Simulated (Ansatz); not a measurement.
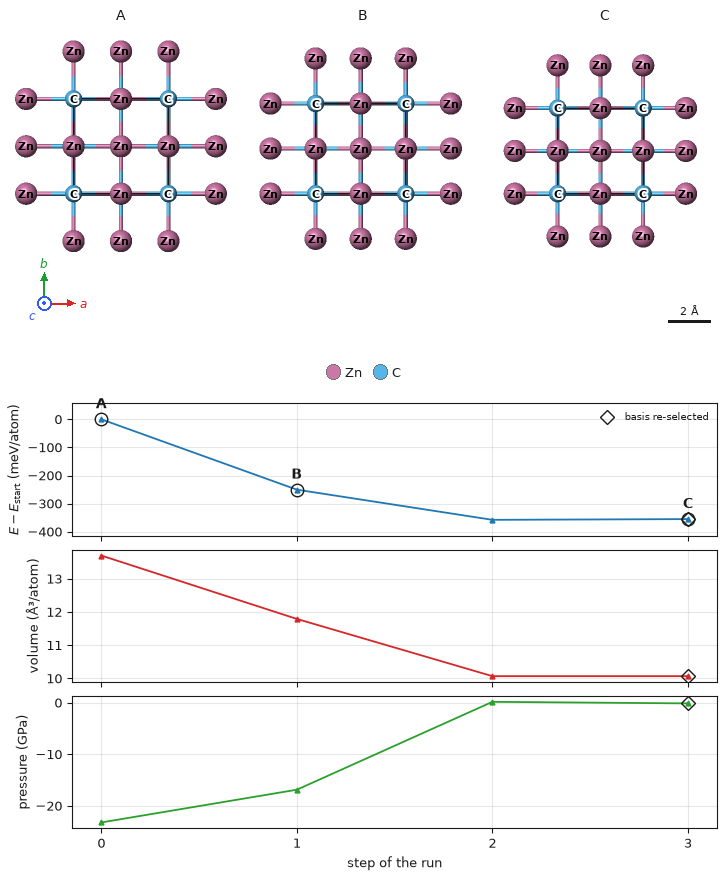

Frames of a relaxation of crystalline Zn3C4 (a generated structure, set up in Pm-3m) (coarse preliminary run), marked on the history of the run. A ball-and-stick model of the cell of the calculation, seen along the c axis.

Method: Ansatz 0.2.0, DFT PBE, scalar-relativistic, plane waves, PAW. Set-up: plane-wave cutoff 420 eV; k-point mesh 4 × 4 × 4; occupations gaussian; smearing width 0.1 eV; no spin polarisation; cell and atoms relaxed; force threshold 0.04 eV/Å; at most 70 steps.

Describe the path.

Answer. After 2 accepted moves (3 points after the start) the energy has fallen by 355 meV per atom. All forces vanish by symmetry, so only the cell relaxes. The pressure goes from −23.21 to −0.12 GPa. The SCF was repeated once at an unchanged geometry on a basis and grid sized afresh for the cell, which shifted the energy by 2.6 meV per atom at most. The atoms keep their places relative to the cell (all moves are under 0.005 Å). The drawn cell changes as follows: a = b = c 4.577 → 4.131 Å (−9.7 %); the volume changes by −26.5 %. Near-neighbour distances that change, for instance: C–Zn 2.289 → 2.065 Å. The space group stays Pm-3m (No. 221). The run took 9.5 s on 1 thread of Arm Neoverse V1, on a shared host, peak memory 0.35 GiB. From step 0 to 1: volume −13.9 %, energy −250 meV per atom. From step 1 to 3: volume −14.6 %, energy −105 meV per atom.

```tsv
step	E − E(0), meV/atom	pressure, GPa	volume, Å³/atom	note
0	0.00	-23.21	13.699	
1	-250.38	-16.87	11.791	
2	-357.69	0.18	10.070	
3	-355.10	-0.12	10.070	same geometry, new basis
```
